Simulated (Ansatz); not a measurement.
# AlBrF2H2O: the cost of one run

Method: RKS PBE-D4/def2-SVP, in Ansatz 0.2.0.

### 1 The system as given

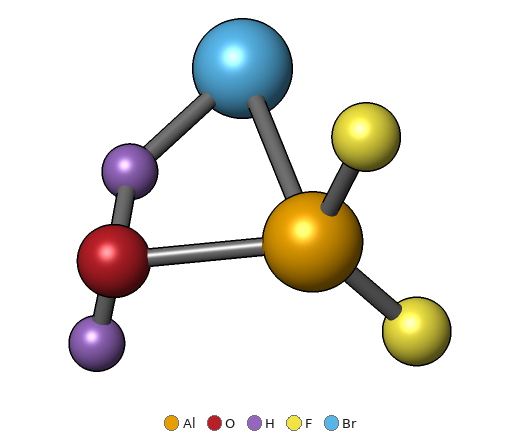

Start, viewed from a chosen angle; aluminium amber, oxygen red, hydrogen purple, fluorine yellow, bromine blue.

Coordinates:

```xyz
7

Al    0.0000    0.0000    0.0000
O     0.0000    0.0000    2.1300
H    -0.9095   -0.2814    2.4671
F     1.4635    0.0000   -0.8450
F    -1.4635    0.0000   -0.8450
Br    0.1215    2.5689    0.8545
H     0.0592    1.2514    2.0086
```

### 2 A restrained relaxation towards end A

Springs on the bonds that form and break draw the guess towards this end; the thresholds are loose.

Contents of input.yaml:

```yaml
crystal:
  periodic: [false, false, false]
  atoms:
    - { symbol: Al, position_ang: [0.0, 0.0, 0.0] }
    - { symbol: O, position_ang: [0.0, 0.0, 2.13] }
    - { symbol: H, position_ang: [-0.9095, -0.2814, 2.4671] }
    - { symbol: F, position_ang: [1.4635, 0.0, -0.845] }
    - { symbol: F, position_ang: [-1.4635, 0.0, -0.845] }
    - { symbol: Br, position_ang: [0.1215, 2.5689, 0.8545] }
    - { symbol: H, position_ang: [0.0592, 1.2514, 2.0086] }
basis:
  gaussian: { orbitals: def2-SVP }
hamiltonian:
  xc: pbe
  dispersion: d4
relax:
  f_tol: 0.15
  max_steps: 25
  restrain:
    - { distance: [0, 5], at: 3.61, k: 30.0 }
    - { distance: [6, 1], at: 2.21, k: 30.0 }
    - { distance: [0, 1], at: 1.78, k: 30.0 }
    - { distance: [6, 5], at: 1.55, k: 30.0 }
```

Started as:

```
> ansatz run input.yaml --threads 2 --pin off --max-ram 3072MiB --backend cpu --events-out ev --progress --plain --runs-dir out
```

Q: Estimate wall time and peak memory on 2 threads of Arm Neoverse V1, shared host.

About 22 s, with a peak of 0.15 GiB.
